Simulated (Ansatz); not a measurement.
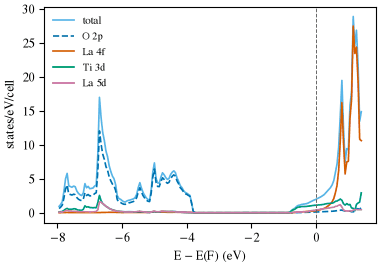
Total and projected density of states of LaTiO3 (cubic perovskite, Pm-3m), plane-wave PAW PBEsol (Ansatz code)

Which orbitals carry the states next to the Fermi level?

Within 0.5 eV of the Fermi level: Ti 3d 51 %, La 4f 23 %, La 5d 19 %, O 2p 5 %. Projections are on Löwdin-orthogonalised atomic valence shells; empty p or d shells of many metals are not among them.

Where is the tallest occupied peak in this window, and what makes it?

Near -6.7 eV, about 17 states/eV per cell; the largest projected share is O 2p.

The workflow started from an entry of the Crystallography Open Database (COD), which files this formula under 2 space groups. Its standing as an ambient phase is unchecked. Symmetry was held in the PBEsol relaxation; of distortions, only those at the zone centre were tested. No spin polarisation was allowed. Without spin polarisation and U, an open-shell compound can come out a false metal. Spin–orbit coupling is left out wherever it is not named.

Potentials: the later of the program's two PAW sets.
